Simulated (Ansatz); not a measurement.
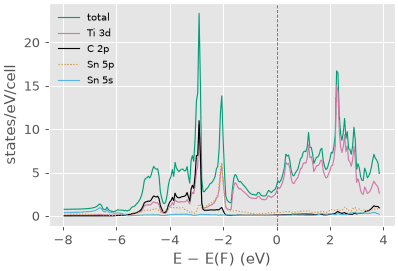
*Total and projected density of states of Ti2SnC in space group P6_3/mmc (No. 194; Ti on 4f, Sn on 2d, C on 2a), the program Ansatz at the PBEsol level (PAW)*

Task: Which orbitals carry the states next to the Fermi level?

Result: Within 0.5 eV of the Fermi level: Ti 3d 83 %, Sn 5p 10 %. Projections are on Löwdin-orthogonalised atomic valence shells; empty p or d shells of many metals are not among them.

Task: Where is the tallest occupied peak in this window, and what makes it?

Result: Near -2.9 eV, about 23 states/eV per cell; the largest projected share is C 2p.

The workflow started from a Materials Project entry (that database holds measured and hypothetical structures alike); the Crystallography Open Database copy checked does not list it. Whether it is the stable phase at ambient conditions was not checked. The PBEsol relaxation kept the symmetry of its start; whether a distortion lowers the energy is not shown. No spin polarisation was allowed. Spin–orbit coupling is left out wherever it is not named.

Potentials: the earlier of the program's two PAW sets. The files were generated under PBE; for other functionals the program regenerates the frozen cores, and for LDA and PBEsol the local potential too.
